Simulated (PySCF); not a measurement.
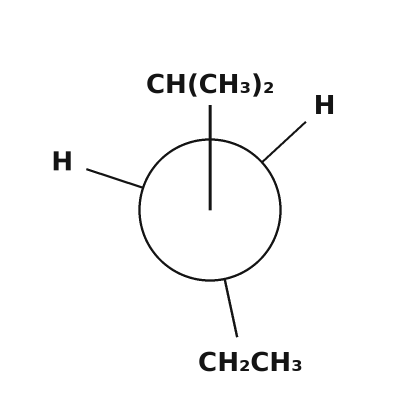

A Newman projection along the O–C bond, oxygen in front; angles are drawn as computed, but eclipsed bonds slightly apart. Geometry: an end point of a reaction path computed with GFN2-xTB.

### Which molecule is it?

C6H14O, CCCOC(C)C

### What is the torsion angle from the front CH(CH3)2 to the back CH2CH3? The sign is positive where the front bond must turn clockwise to cover the back bond.

168°, antiperiplanar (anti).
